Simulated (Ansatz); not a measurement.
# Gap against strain: Ge wire along [110], 8 atoms a period, H-terminated

How it was computed: Ansatz 0.2.0, plane waves with PAW datasets, PBE, Fermi-Dirac smearing of 0.05 eV, no spin-orbit coupling. The period is scaled from its relaxed value of 4.059 Å and the atoms relax, within the symmetry of the start, at each strain ε (in %); gaps, in eV, are read on a band path.

```tsv
period (Å)	energy (eV a cell)	place of the conduction minimum (Γ = 0, Z = 1)	ε	gap
3.897	+0.140	0.00	−4	2.081
3.978	+0.034	0.00	−2	2.049
4.059	0.000	0.00	0	1.999
4.222	+0.122	0.00	4	1.797
4.303	+0.264	0.00	6	1.681
```

One run is withheld: period (Å) = 4.140, with ε = 2. Fit a straight line gap = a + b × ε to the 5 rows shown and predict it.

**Fit.** The means are 0.8 for ε and 1.922 for gap. The sum of products of deviations is −2.83 and the sum of squares in ε is 68.8, so b = −2.83 / 68.8 = −0.04113 and a = 1.922 − (−0.04113) × 0.8 = 1.955. The residuals' standard deviation, with 3 degrees of freedom, is σ = 0.038.

**Prediction.** gap = 1.955 + (−0.04113) × 2 = 1.872. The run gave 1.905, so the prediction less the run is −0.033. The standard error of a prediction there, σ√(1 + 1/5 + (2 − 0.8)²/68.8), is 0.042, and the miss is 0.77 times that, for a point between the fitted rows. With so few rows σ is itself uncertain.

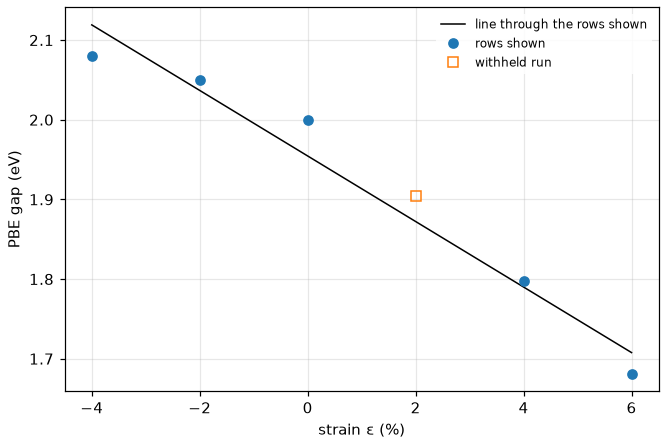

The fitted line, the rows shown and the withheld run.

The gap narrows at every step from compression to tension.

Caveats: Kohn-Sham gaps of a wire among periodic images, which in a check on one flat ribbon (7 Å apart) lowered the gap by 0.2 eV and flattened the slope; the slope b × 100 is a mean deformation potential of the gap, in eV per unit strain. Between neighbouring runs it lies between −5.8 and −1.6 eV, so a bend, a kink or scatter between runs makes one line a rough account. The unstrained row comes from a denser mesh than the others, which shifts its energy a little. Series of this kind are told only where this holds: a gap at every strain (compound wires with polar facets were set aside first). 88 of 101 did.

[Logs are printed without paths, hosts, clocks, repeated set-up lines and the standing remarks that a program may print on its own settings, such as how far it seeks lower states.]
